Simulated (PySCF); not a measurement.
**C₆H₅FOS: a tour of settings**

Aim: see how C₆H₅FOS (`C#C[C@@H]1CS[C@H](F)C1=O`) answers to the choice of functional, basis, grid and SCF options.

Computed with PySCF 2.14.0, with density-fitted response routines of our own, on a single molecule, in the gas phase or a continuum. Atoms are numbered from 0 throughout.

## 1. Starting geometry

14 atoms, charge 0, multiplicity 1; geometry from: GFN2-xTB.

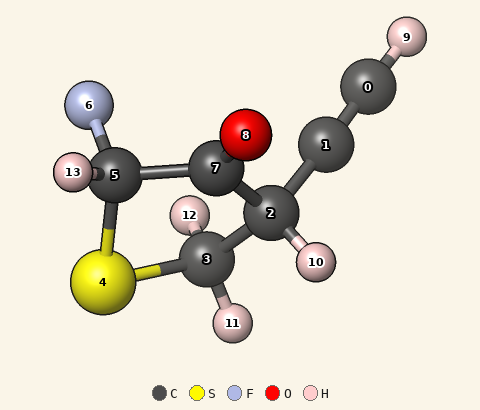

The starting geometry (carbon dark grey, sulfur yellow, fluorine light blue, oxygen red, hydrogen pink), atoms numbered.

## 2. NMR shieldings: OPBE/pcSseg-1

The job: settings as JSON, then the geometry in Å.

```
{"job": {"kind": "nmr", "xc": "OPBE", "basis": "pcSseg-1", "pop": false, "scf": {"conv": 1e-11}}, "charge": 0, "multiplicity": 1}
C      2.662414    -0.658395    -0.477440
C      1.637960    -0.403979     0.085082
C      0.364816    -0.094951     0.710419
C     -0.680620    -1.180411     0.456947
S     -2.284223    -0.318653     0.279192
C     -1.466203     1.013854    -0.615888
F     -1.193471     0.640739    -1.909791
C     -0.151271     1.226367     0.148694
O      0.348047     2.299033     0.309216
H      3.572956    -0.884728    -0.946223
H      0.523264     0.053527     1.785052
H     -0.765525    -1.887721     1.277395
H     -0.481981    -1.717169    -0.471557
H     -2.086840     1.912013    -0.653265
```

With the program's defaults for keys left out, this is: GIAO OPBE/pcSseg-1 NMR shielding, non-relativistic, gas phase.

On the command line:

```sh
$ OMP_NUM_THREADS=1 python probes_run.py task.json out
```

One launch serves the whole session: the jobs run in the order shown.

Log:

```text
final grid: 128672 points
cycle   1  E = -804.3558864691  dE =  1.358e+00  |g| = 9.688e-01  |ddm| = 3.893e+00
cycle   2  E = -803.1769124756  dE =  1.179e+00  |g| = 2.541e+00  |ddm| = 3.521e+00
cycle   3  E = -804.4996306585  dE = -1.323e+00  |g| = 4.021e-01  |ddm| = 3.096e+00
cycle   4  E = -804.5317426173  dE = -3.211e-02  |g| = 1.917e-01  |ddm| = 5.654e-01
cycle   5  E = -804.5360215069  dE = -4.279e-03  |g| = 1.191e-01  |ddm| = 2.326e-01
cycle   6  E = -804.5390849794  dE = -3.063e-03  |g| = 4.178e-02  |ddm| = 1.137e-01
cycle   7  E = -804.5394998948  dE = -4.149e-04  |g| = 1.028e-02  |ddm| = 3.884e-02
cycle   8  E = -804.5395217489  dE = -2.185e-05  |g| = 2.256e-03  |ddm| = 9.407e-03
cycle   9  E = -804.5395229431  dE = -1.194e-06  |g| = 7.798e-04  |ddm| = 3.708e-03
cycle  10  E = -804.5395230543  dE = -1.112e-07  |g| = 3.410e-04  |ddm| = 1.519e-03
cycle  11  E = -804.5395230826  dE = -2.828e-08  |g| = 1.492e-04  |ddm| = 6.723e-04
cycle  12  E = -804.5395230883  dE = -5.675e-09  |g| = 2.031e-05  |ddm| = 1.830e-04
cycle  13  E = -804.5395230883  dE = -5.161e-11  |g| = 1.390e-05  |ddm| = 3.324e-05
cycle  14  E = -804.5395230884  dE = -4.775e-11  |g| = 2.086e-06  |ddm| = 1.925e-05
cycle  15  E = -804.5395230884  dE = -3.865e-12  |g| = 9.089e-07  |ddm| = 4.009e-06
converged SCF energy = -804.5395230884

GIAO shielding tensors (ppm)
atom      isotropic    diamagn.    paramagn.     s11        s22        s33       span
  0 C      114.309     252.391    -138.082     46.527     48.739    247.663    201.136
  1 C      106.577     258.983    -152.407      7.004     22.470    290.256    283.252
  2 C      151.695     247.083     -95.388    143.471    146.651    164.963     21.492
  3 C      150.159     247.619     -97.460    122.064    152.619    175.794     53.730
  4 S      464.483    1054.258    -589.775    310.250    457.802    625.397    315.146
  5 C       85.020     246.616    -161.596     41.556     97.644    115.860     74.303
  6 F      336.022     474.129    -138.107    272.312    351.971    383.782    111.470
  7 C       -3.787     248.339    -252.125    -81.483     17.227     52.896    134.379
  8 O     -266.801     395.687    -662.488   -782.968   -338.821    321.386   1104.354
  9 H       30.013      34.400      -4.387     24.902     25.003     40.133     15.231
 10 H       28.304      27.847       0.458     23.903     27.134     33.875      9.972
 11 H       28.319      28.342      -0.023     23.422     26.791     34.743     11.321
 12 H       27.979      28.370      -0.391     22.982     27.342     33.613     10.631
 13 H       25.673      28.471      -2.798     21.474     25.528     30.016      8.543
```

Wall time 34 s (1 thread of Arm Neoverse V2, shared host); peak memory 0.71 GiB.

Shifts follow as δ = σ(reference) − σ, with reference shieldings (ppm) from runs at the same level and on the same kind of geometry: 1H TMS 31.67, 13C TMS 187.5, 19F CFCl3 149.1, 17O H2O 333.6. The references are single molecules in the gas phase, so shifts against H2O, NH3, PH3, H3PO4 or CFCl3 are not on the usual liquid scales and can be off by tens of ppm.

| atoms | environment | σ (ppm) | δ (ppm) |
| --- | --- | --- | --- |
| C7 | ketone carbonyl carbon | -3.8 | 191.3 |
| C5 | sp3 CH bonded to F and S, α to a carbonyl | 85.0 | 102.5 |
| C1 | alkyne carbon | 106.6 | 80.9 |
| C0 | terminal alkyne carbon | 114.3 | 73.2 |
| C3 | sp3 CH2 bonded to S | 150.2 | 37.3 |
| C2 | sp3 CH α to a carbonyl | 151.7 | 35.8 |
| H13 | hydrogen on an sp3 CH bonded to F and S, α to a carbonyl | 25.67 | 6.00 |
| H12 | hydrogen on an sp3 CH2 bonded to S | 27.98 | 3.69 |
| H10 | hydrogen on an sp3 CH α to a carbonyl | 28.30 | 3.37 |
| H11 | hydrogen on an sp3 CH2 bonded to S | 28.32 | 3.35 |
| H9 | hydrogen on a terminal alkyne carbon | 30.01 | 1.66 |
| S4 | sulfide sulfur | 464 | – |
| F6 | fluorine on an sp3 carbon | 336.0 | -186.9 |
| O8 | ketone oxygen | -266.8 | 600.4 |

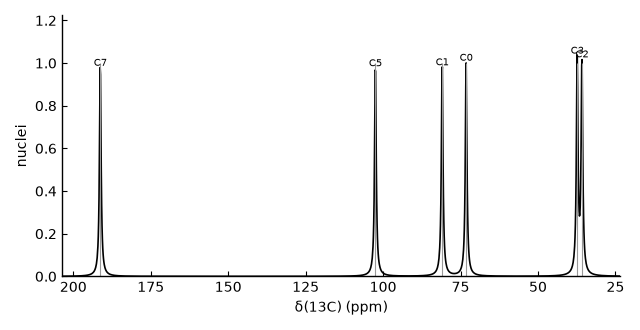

13C lines at the computed shifts, without couplings. Lines are broadened to a width of 0.62 ppm (Lorentzian).

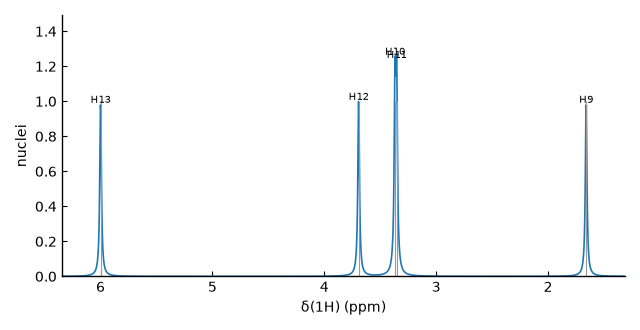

1H lines at the computed shifts, without couplings. Lines are broadened to a width of 0.02 ppm (Lorentzian).

Ring of atoms C2, C3, S4, C5, C7: NICS(0) -3.4, NICS(1) -3.6, NICS(1)zz -3.4 ppm (means of both faces; NICS(1) differs between them: -2.0 and -5.2). The ring holds saturated atoms, so no π current runs round it: these values come from its σ bonds, any local π bonds and neighbouring rings, and say nothing of aromaticity.

## 3. Nuclear shieldings: BHandHLYP/pcSseg-1 in acetone

The job, as its differences from that of step 2:

```diff
@@ -1,2 +1,2 @@
-{"job": {"kind": "nmr", "xc": "OPBE", "basis": "pcSseg-1", "pop": false, "scf": {"conv": 1e-11}}, "charge": 0, "multiplicity": 1}
+{"job": {"kind": "nmr", "xc": "BHandHLYP", "basis": "pcSseg-1", "solvent": "acetone", "pop": true, "scf": {"conv": 1e-07, "guess": "vsap"}}, "charge": 0, "multiplicity": 1}
 C      2.662414    -0.658395    -0.477440
```

With the program's defaults for keys left out, this is: GIAO BHandHLYP/pcSseg-1 NMR shielding, non-relativistic, IEF-PCM acetone.

Log:

```text
final grid: 128672 points
cycle   1  E = -801.7621570761  dE =  8.409e-01  |g| = 3.191e+00  |ddm| = 7.366e+00
cycle   2  E = -797.0042046320  dE =  4.758e+00  |g| = 5.580e+00  |ddm| = 9.430e+00
cycle   3  E = -804.4275089671  dE = -7.423e+00  |g| = 6.502e-01  |ddm| = 6.732e+00
cycle   4  E = -804.5058752288  dE = -7.837e-02  |g| = 3.812e-01  |ddm| = 1.000e+00
cycle   5  E = -804.5377382300  dE = -3.186e-02  |g| = 6.832e-02  |ddm| = 3.126e-01
cycle   6  E = -804.5387199537  dE = -9.817e-04  |g| = 4.035e-02  |ddm| = 8.758e-02
cycle   7  E = -804.5390444447  dE = -3.245e-04  |g| = 7.201e-03  |ddm| = 4.856e-02
cycle   8  E = -804.5390610247  dE = -1.658e-05  |g| = 3.121e-03  |ddm| = 1.120e-02
cycle   9  E = -804.5390637011  dE = -2.676e-06  |g| = 9.246e-04  |ddm| = 4.969e-03
cycle  10  E = -804.5390639869  dE = -2.858e-07  |g| = 4.770e-04  |ddm| = 1.859e-03
cycle  11  E = -804.5390640604  dE = -7.354e-08  |g| = 9.390e-05  |ddm| = 8.315e-04
converged SCF energy = -804.5390640604

GIAO shielding tensors (ppm)
atom      isotropic    diamagn.    paramagn.     s11        s22        s33       span
  0 C      105.719     256.761    -151.042     32.266     36.496    248.395    216.128
  1 C      101.223     262.385    -161.163     -5.278     10.242    298.704    303.982
  2 C      151.136     247.045     -95.909    140.530    147.238    165.642     25.112
  3 C      149.815     246.854     -97.039    120.641    151.581    177.223     56.581
  4 S      457.768    1053.953    -596.185    252.398    449.100    671.805    419.408
  5 C       84.801     244.569    -159.769     46.699     95.635    112.068     65.368
  6 F      379.211     476.121     -96.910    319.415    391.056    427.162    107.747
  7 C      -23.815     248.735    -272.551   -113.518    -18.414     60.485    174.002
  8 O     -281.077     399.014    -680.090   -811.873   -387.445    356.089   1167.962
  9 H       29.593      33.152      -3.559     24.271     24.325     40.183     15.912
 10 H       28.293      26.776       1.517     23.908     26.832     34.139     10.232
 11 H       28.131      27.815       0.316     23.012     26.208     35.174     12.162
 12 H       28.118      28.688      -0.569     22.977     27.610     33.768     10.790
 13 H       25.849      27.497      -1.648     21.868     25.005     30.675      8.806
```

Run time: 27 s. Hardware: 1 thread of Arm Neoverse V2, shared host; peak memory 0.99 GiB.

In short: δ C7 211.3, C5 102.7, C1 86.2, C0 81.7, H13 6.03, H12 3.76 ppm.

## 4. Shielding tensors: PBE/aug-cc-pVDZ in chloroform

The job, as its differences from that of step 3:

```diff
@@ -1,2 +1,2 @@
-{"job": {"kind": "nmr", "xc": "BHandHLYP", "basis": "pcSseg-1", "solvent": "acetone", "pop": true, "scf": {"conv": 1e-07, "guess": "vsap"}}, "charge": 0, "multiplicity": 1}
+{"job": {"kind": "nmr", "xc": "PBE", "basis": "aug-cc-pVDZ", "solvent": "chloroform", "pop": true}, "charge": 0, "multiplicity": 1}
 C      2.662414    -0.658395    -0.477440
```

Level: GIAO PBE/aug-cc-pVDZ NMR shielding, non-relativistic, IEF-PCM chloroform.

Log:

```text
coarse grid: 13416 points
cycle   1  E = -804.0494890975  dE =  1.370e+00  |g| = 9.145e-01  |ddm| = 2.548e+01
cycle   2  E = -803.0718738403  dE =  9.776e-01  |g| = 2.339e+00  |ddm| = 6.584e+00
cycle   3  E = -804.1898410645  dE = -1.118e+00  |g| = 3.534e-01  |ddm| = 4.299e+00
cycle   4  E = -804.2164968490  dE = -2.666e-02  |g| = 1.441e-01  |ddm| = 1.463e+00
cycle   5  E = -804.2190470322  dE = -2.550e-03  |g| = 9.228e-02  |ddm| = 4.479e-01
cycle   6  E = -804.2209331941  dE = -1.886e-03  |g| = 2.834e-02  |ddm| = 3.404e-01
cycle   7  E = -804.2211237583  dE = -1.906e-04  |g| = 8.576e-03  |ddm| = 7.794e-02
cycle   8  E = -804.2211392881  dE = -1.553e-05  |g| = 1.829e-03  |ddm| = 2.557e-02
cycle   9  E = -804.2211400058  dE = -7.177e-07  |g| = 6.730e-04  |ddm| = 5.341e-03
final grid: 128672 points
cycle  10  E = -804.2446457439  dE =  4.969e-06  |g| = 2.072e-02  |ddm| = 4.484e-01
cycle  11  E = -804.2441324234  dE =  5.133e-04  |g| = 5.388e-02  |ddm| = 1.561e-01
cycle  12  E = -804.2447264678  dE = -5.940e-04  |g| = 7.703e-03  |ddm| = 9.639e-02
cycle  13  E = -804.2447395430  dE = -1.308e-05  |g| = 1.351e-03  |ddm| = 2.149e-02
cycle  14  E = -804.2447398998  dE = -3.568e-07  |g| = 6.239e-04  |ddm| = 4.829e-03
cycle  15  E = -804.2447399941  dE = -9.423e-08  |g| = 1.768e-04  |ddm| = 1.739e-03
cycle  16  E = -804.2447400019  dE = -7.868e-09  |g| = 3.539e-05  |ddm| = 6.711e-04
cycle  17  E = -804.2447400023  dE = -3.199e-10  |g| = 1.127e-05  |ddm| = 1.463e-04
converged SCF energy = -804.2447400023

GIAO shielding tensors (ppm)
atom      isotropic    diamagn.    paramagn.     s11        s22        s33       span
  0 C      126.488     269.758    -143.270     64.230     67.432    247.803    183.573
  1 C      113.520     261.386    -147.865     18.512     33.568    288.481    269.969
  2 C      154.596     223.551     -68.955    144.975    149.816    168.998     24.023
  3 C      155.584     223.746     -68.162    124.039    158.703    184.009     59.970
  4 S      472.150    1049.303    -577.152    329.286    464.747    622.418    293.133
  5 C       89.201     236.183    -146.982     44.819    102.970    119.816     74.997
  6 F      342.890     469.592    -126.702    273.632    359.103    395.934    122.302
  7 C       -4.281     210.172    -214.453    -76.238     -0.003     63.397    139.635
  8 O     -204.280     413.770    -618.050   -679.657   -265.003    331.821   1011.478
  9 H       29.972      32.828      -2.856     24.977     25.072     39.867     14.891
 10 H       27.880      23.166       4.713     23.657     27.059     32.922      9.264
 11 H       27.972      32.269      -4.298     23.218     26.881     33.816     10.599
 12 H       27.812      32.818      -5.006     22.704     27.603     33.128     10.424
 13 H       25.444      30.358      -4.914     21.134     25.718     29.481      8.348
```

Run time: 39 s. Hardware: 1 thread of Arm Neoverse V2, shared host; peak memory 0.83 GiB.

In short: σ C7 -4.3, C5 89.2, C1 113.5, C0 126.5, H13 25.44, H12 27.81 ppm.

## 5. Shielding tensors: B97-D/pcSseg-0

The job, as its differences from that of step 4:

```diff
@@ -1,2 +1,2 @@
-{"job": {"kind": "nmr", "xc": "PBE", "basis": "aug-cc-pVDZ", "solvent": "chloroform", "pop": true}, "charge": 0, "multiplicity": 1}
+{"job": {"kind": "nmr", "xc": "B97-D", "basis": "pcSseg-0", "pop": false, "grid": 4, "scf": {"conv": 1e-08}}, "charge": 0, "multiplicity": 1}
 C      2.662414    -0.658395    -0.477440
```

Level: GIAO B97-D/pcSseg-0 NMR shielding, non-relativistic, gas phase.

Log:

```text
final grid: 335976 points
cycle   1  E = -802.9657180002  dE =  1.328e+00  |g| = 9.763e-01  |ddm| = 4.618e+00
cycle   2  E = -801.5503573497  dE =  1.415e+00  |g| = 2.754e+00  |ddm| = 6.640e+00
cycle   3  E = -803.1372573659  dE = -1.587e+00  |g| = 3.174e-01  |ddm| = 5.546e+00
cycle   4  E = -803.1525080721  dE = -1.525e-02  |g| = 2.129e-01  |ddm| = 7.471e-01
cycle   5  E = -803.1603891872  dE = -7.881e-03  |g| = 8.487e-02  |ddm| = 3.051e-01
cycle   6  E = -803.1619187375  dE = -1.530e-03  |g| = 3.525e-02  |ddm| = 1.148e-01
cycle   7  E = -803.1622215378  dE = -3.028e-04  |g| = 7.019e-03  |ddm| = 4.055e-02
cycle   8  E = -803.1622317342  dE = -1.020e-05  |g| = 1.949e-03  |ddm| = 7.793e-03
cycle   9  E = -803.1622326914  dE = -9.573e-07  |g| = 5.055e-04  |ddm| = 4.880e-03
cycle  10  E = -803.1622327378  dE = -4.634e-08  |g| = 3.430e-04  |ddm| = 1.877e-03
cycle  11  E = -803.1622327694  dE = -3.166e-08  |g| = 3.755e-05  |ddm| = 6.397e-04
cycle  12  E = -803.1622327697  dE = -2.497e-10  |g| = 2.332e-05  |ddm| = 1.208e-04
converged SCF energy = -803.1622327697

GIAO shielding tensors (ppm)
atom      isotropic    diamagn.    paramagn.     s11        s22        s33       span
  0 C      113.535     268.086    -154.550     44.951     48.069    247.586    202.636
  1 C      108.104     274.854    -166.750      8.091     25.003    291.218    283.126
  2 C      152.544     243.264     -90.720    142.701    144.735    170.196     27.495
  3 C      150.407     246.372     -95.965    117.797    152.339    181.085     63.288
  4 S      457.327    1051.261    -593.934    332.277    436.485    603.220    270.943
  5 C       78.458     250.603    -172.145     31.180     91.234    112.960     81.780
  6 F      351.393     473.024    -121.631    279.311    351.681    423.187    143.876
  7 C      -18.889     246.038    -264.926    -99.045     -2.792     45.172    144.217
  8 O     -326.352     390.587    -716.940   -936.413   -394.138    351.494   1287.907
  9 H       31.548      30.207       1.341     26.970     27.131     40.543     13.573
 10 H       30.055      27.867       2.187     25.701     28.707     35.756     10.055
 11 H       30.117      29.755       0.362     24.983     28.726     36.644     11.661
 12 H       29.623      28.119       1.504     24.776     28.683     35.411     10.635
 13 H       27.521      30.032      -2.511     23.456     27.713     31.394      7.938
```

It took 24 s on 1 thread of Arm Neoverse V2, shared host.

In short: δ C7 209.2, C5 111.9, C1 82.2, C0 76.8, H13 5.82, H12 3.71 ppm.

## 6. TDDFT and polarisability: PBE0/def2-SVPD

The job, as its differences from that of step 5:

```diff
@@ -1,2 +1,2 @@
-{"job": {"kind": "nmr", "xc": "B97-D", "basis": "pcSseg-0", "pop": false, "grid": 4, "scf": {"conv": 1e-08}}, "charge": 0, "multiplicity": 1}
+{"job": {"kind": "uv", "xc": "PBE0", "basis": "def2-SVPD", "nstates": 6, "ntriplets": 2, "tda": true, "scf": {"aux": "cc-pvdz-ri", "max_cycle": 91}}, "charge": 0, "multiplicity": 1}
 C      2.662414    -0.658395    -0.477440
```

With the program's defaults for keys left out, this is: TDA PBE0/def2-SVPD, vertical, gas phase, core orbitals frozen in the response.

Log:

```text
final grid: 128672 points
cycle   1  E = -803.7261766629  dE =  1.515e+00  |g| = 8.914e-01  |ddm| = 9.160e+00
cycle   2  E = -803.1716356766  dE =  5.545e-01  |g| = 1.912e+00  |ddm| = 3.896e+00
cycle   3  E = -803.8815857529  dE = -7.100e-01  |g| = 1.817e-01  |ddm| = 2.869e+00
cycle   4  E = -803.8868857023  dE = -5.300e-03  |g| = 1.080e-01  |ddm| = 4.314e-01
cycle   5  E = -803.8889783276  dE = -2.093e-03  |g| = 3.659e-02  |ddm| = 1.865e-01
cycle   6  E = -803.8892688821  dE = -2.906e-04  |g| = 1.251e-02  |ddm| = 7.381e-02
cycle   7  E = -803.8893050747  dE = -3.619e-05  |g| = 3.470e-03  |ddm| = 2.380e-02
cycle   8  E = -803.8893075140  dE = -2.439e-06  |g| = 6.582e-04  |ddm| = 5.963e-03
cycle   9  E = -803.8893076091  dE = -9.514e-08  |g| = 2.466e-04  |ddm| = 2.062e-03
cycle  10  E = -803.8893076243  dE = -1.516e-08  |g| = 5.572e-05  |ddm| = 9.193e-04
cycle  11  E = -803.8893076250  dE = -7.615e-10  |g| = 2.302e-05  |ddm| = 2.046e-04
converged SCF energy = -803.8893076250

Static polarisability (au): isotropic 88.735, principal 71.100 86.032 109.073

Singlet excitations
state   eV       nm        f      main configurations
  1   4.0523    306.0   0.00508   H->L 0.48, H-1->L 0.39, H-3->L 0.09
  2   4.8468    255.8   0.04966   H-1->L 0.51, H->L 0.44
  3   5.4046    229.4   0.00151   H-2->L 0.97
  4   5.7077    217.2   0.01697   H-3->L 0.75, H-1->L 0.09, H->L+1 0.08
  5   5.7463    215.8   0.00344   H->L+1 0.75, H-3->L 0.11
  6   6.4166    193.2   0.00695   H-1->L+1 0.67, H->L+1 0.08

Triplet excitations (Tamm-Dancoff, eV): 3.4187 4.3811
```

Wall time 33 s (1 thread of Arm Neoverse V2, shared host); peak memory 0.86 GiB.

The run ended normally, but its values are not to be used for the molecule: the fitting basis cc-pvdz-ri is not made for Coulomb and exchange fitting here. Its HOMO lies at -7.52 eV, against -6.09 eV in step 2 (OPBE/pcSseg-1), a different level, so the two don't compare directly.

## 7. Comparing the runs: NMR shifts

Isotropic shieldings (ppm) of some atoms, chosen among heavy atoms and hydrogens apart, with basis size and wall time:

| run | C7 | C0 | H10 | H11 | S4 | F6 | O8 | functions | time |
| --- | --- | --- | --- | --- | --- | --- | --- | --- | --- |
| OPBE/pcSseg-1 | -3.8 | 114.3 | 28.30 | 28.32 | 464 | 336.0 | -266.8 | 185 | 34 s |
| BHandHLYP/pcSseg-1 in acetone | -23.8 | 105.7 | 28.29 | 28.13 | 458 | 379.2 | -281.1 | 185 | 27 s |
| PBE/aug-cc-pVDZ in chloroform | -4.3 | 126.5 | 27.88 | 27.97 | 472 | 342.9 | -204.3 | 256 | 39 s |
| B97-D/pcSseg-0 | -18.9 | 113.5 | 30.05 | 30.12 | 457 | 351.4 | -326.4 | 95 | 24 s |

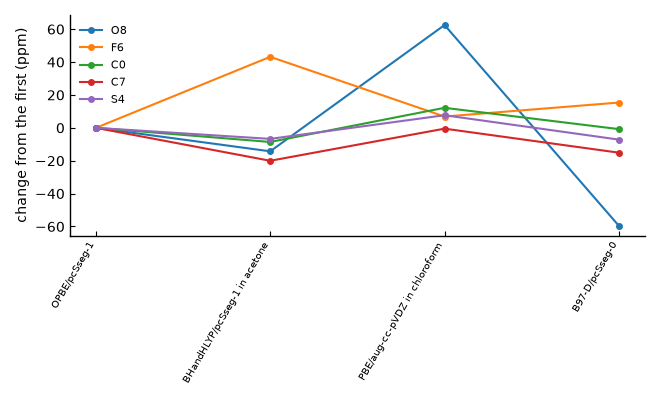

How five of the tabulated atoms move from run to run.

## 8. Results

| quantity | value |
| --- | --- |
| 13C shifts against TMS (OPBE/pcSseg-1) | 191.3, 102.5, 80.9, 73.2, 37.3, 35.8 ppm |
| 1H shifts against TMS (OPBE/pcSseg-1) | 6.00, 3.69, 3.37, 3.35, 1.66 ppm |
| 19F shifts against CFCl3 (OPBE/pcSseg-1) | -186.9 ppm |
| 17O shifts against H2O (OPBE/pcSseg-1) | 600.4 ppm |
| shieldings of S (OPBE/pcSseg-1) | S4 464.5 ppm |
| range of the shielding of O8 | -326.4 to -204.3 ppm |
| property runs in this session | 5, of which 0 failed and 1 gave unsound results |

In words: Single values in the summary come from the first sound run of each kind (OPBE/pcSseg-1), which need not be the best level. The most deshielded carbon is C7 (ketone carbonyl carbon), at 191.3 ppm: the double bond to the heteroatom, with no lone-pair donor beside it, deshields it most. The most deshielded hydrogen is H13 (hydrogen on an sp3 CH bonded to F and S, α to a carbonyl), at 6.00 ppm: its carbon carries F, hence the downfield position. At OPBE/pcSseg-1: The largest span, 1104 ppm, is at O8, where the paramagnetic term is -662 ppm. Across the 4 runs the shielding of O8 moves most, between -326.4 (B97-D/pcSseg-0) and -204.3 ppm (PBE/aug-cc-pVDZ in chloroform).
